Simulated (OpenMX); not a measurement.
Consider WS.

```
W S
1.0
     3.00789    0.00000    0.00000
     0.00000    3.00789    0.00000
     0.00000    0.00000    3.00789
W S
1 1
Direct
  0.50000 0.50000 0.50000
  0.00000 0.00000 0.00000
```

Space group Pm-3m; a generated structure, not necessarily the stable one; computed pressure about −5 GPa in this cell.

Method: Kohn-Sham DFT of a periodic cell, PBE with D3(BJ), OpenMX 2013 PBE set (OpenMX 3.8.5).

**Predict the valence pseudo-density between the atoms.**

W–S (2.60 Å): ρ is about 0.41 e/Å³ halfway.

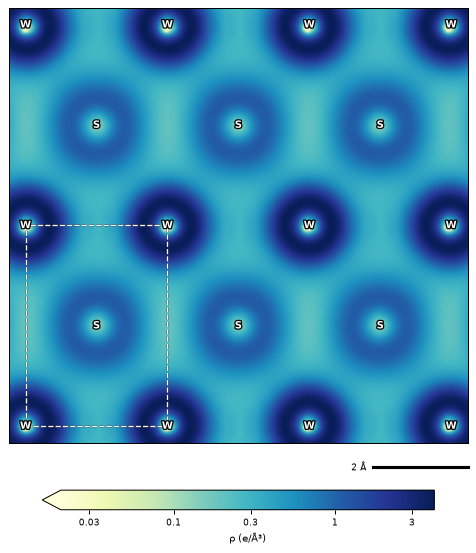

Computed valence pseudo-density on the (11̄0) plane of the conventional cell. 

Core electrons are replaced by pseudopotentials, and the valence fields are smoothed inside the atomic spheres.
